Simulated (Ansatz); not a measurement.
The calculation's input:

```
crystal:
  periodic: [false, false, false]
  atoms:
    - {symbol: O, position_ang: [-1.653927, 0.544132, -1.291816]}
    - {symbol: Si, position_ang: [-0.231945, 0.801513, -0.640417]}
    - {symbol: Si, position_ang: [0.832849, -0.654349, 0.891846]}
    - {symbol: H, position_ang: [-2.228842, -0.214762, -1.139630]}
    - {symbol: H, position_ang: [0.282019, 2.084638, -1.159727]}
    - {symbol: H, position_ang: [1.031354, 0.213822, 2.073983]}
    - {symbol: H, position_ang: [2.084518, -1.004547, 0.183683]}
    - {symbol: H, position_ang: [-0.116028, -1.770446, 1.082079]}
basis:
  gaussian: {orbitals: def2-TZVPP}
total_charge: 1
hamiltonian: {xc: pbe0, dispersion: d4}
output: {orbitals: {seedname: orbitals}}
```

Command:

```sh
ansatz run in.yaml --threads 2 --pin off --events-out ev --progress --plain --max-ram 4352MiB
```

Geometry: PBE0-D4/def2-TZVP.

Level of theory: RKS PBE0-D4/def2-TZVPP (Ansatz).

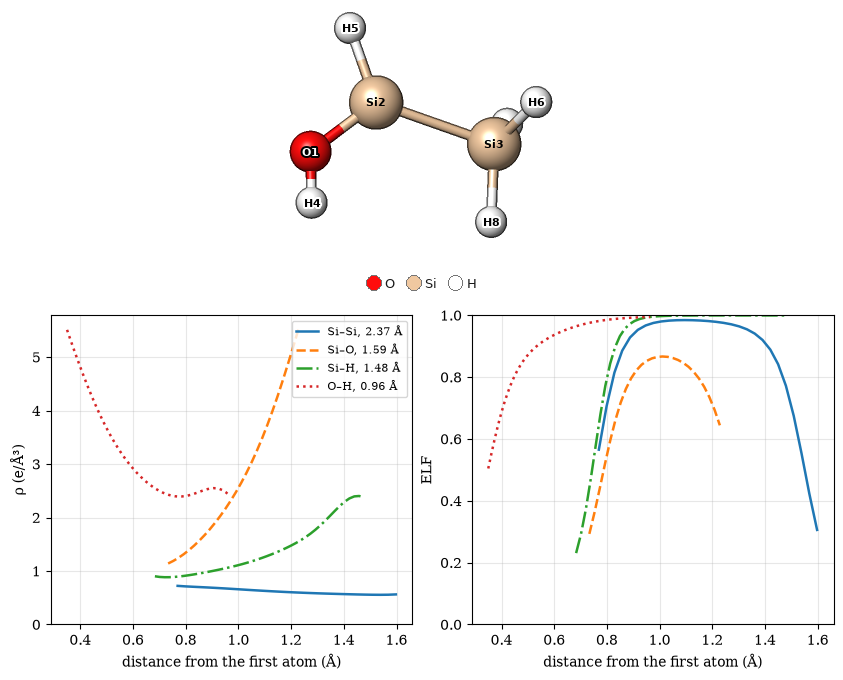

H5OSi2 (charge +1). Total electron density and ELF along straight lines between neighbouring atoms. The curves leave out the atomic cores. The structure is drawn too.

Compare the contacts.

Answer. Si–Si (2.37 Å): ρ is about 0.61 e/Å³ halfway; the ELF peaks at about 1 between the atoms; a shared electron pair.
Si–O (1.59 Å): the density is about 1.3 e/Å³ at the midpoint; the ELF peaks at about 0.85 between the atoms: a polar covalent bond.
Si–H (1.48 Å): ρ at the midpoint is about 0.88 e/Å³; the ELF climbs to about 1 towards the hydrogen, as it does in any bond to H.
O–H (0.96 Å): the density is about 3.8 e/Å³ at the midpoint; the ELF climbs to about 1 towards the hydrogen (a covalent bond by its length).
